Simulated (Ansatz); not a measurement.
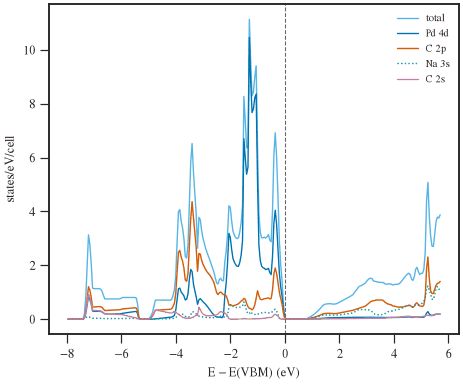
Total and projected density of states of Na$_{2}$PdC$_{2}$ in space group P-3m1 (No. 164; Na on 2d, Pd on 1a, C on 2c), PBEsol (plane waves, PAW; program Ansatz)

Which orbitals carry the states next to the gap?

Top 1 eV of the valence band: Pd 4d 62 %, C 2p 26 %, Na 3s 6 %. Bottom 1 eV of the conduction band: C 2p 38 %, Na 3s 30 %, Pd 4d 8 %, outside the projected shells 23 %. Projections are on Löwdin-orthogonalised atomic valence shells; empty p or d shells of many metals are not among them.

Where is the tallest occupied peak in this window, and what makes it?

Near -1.3 eV, about 11 states/eV per cell; the largest projected share is Pd 4d.

The workflow started from a Materials Project entry (that database holds measured and hypothetical structures alike); the Crystallography Open Database copy checked does not list it. Whether it is the stable phase at ambient conditions was not checked. The cell was relaxed with PBEsol under the symmetry of its start; its stability against distortions is not shown here. No spin polarisation was allowed. Spin–orbit coupling is left out wherever it is not named.

Potentials: the later of the program's two PAW sets.
